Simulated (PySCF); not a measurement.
Molecule: Al(F)(H)(nPr), C3H8AlF, SMILES CC[CH2][AlH][F]. Atoms near the plane z = 0.8 Å, at the B3LYP/def2-SVP optimised geometry (x, y, z in Å): Al1 (0.3, 1.8, 0.0), F2 (-0.4, 3.3, 0.0), H3 (1.9, 1.8, 0.0), C4 (-0.9, 0.2, 0.0), C5 (-0.2, -1.2, 0.0), C6 (-1.2, -2.3, 0.1), H8 (-1.6, 0.3, 0.9), H10 (0.4, -1.2, 0.9), H11 (-1.9, -2.3, 0.9), H12 (-0.7, -3.3, 0.1).

Level of theory: PySCF with B3LYP/def2-TZVP. The values are rescaled to run from 0 to 1.

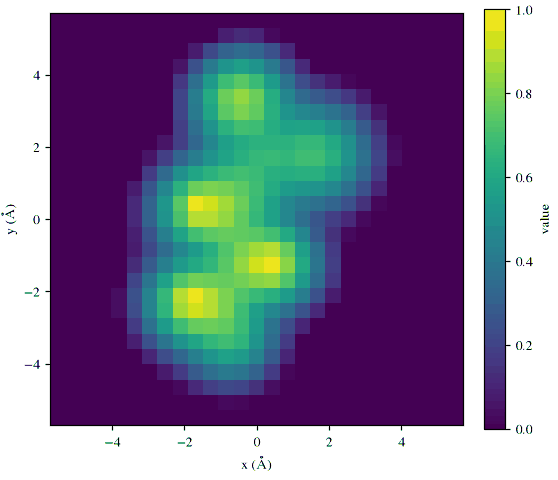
Figure: a field on the plane z = 0.8 Å.

Problem. Which quantity is mapped?
A) log10 of the electron density
B) Laplacian of the electron density
C) electron localisation function
D) deformation density (molecule minus spherical neutral atoms)

Solution. A, log10 of the electron density. In full: log10 of the electron density (e/bohr³), floored at −4.
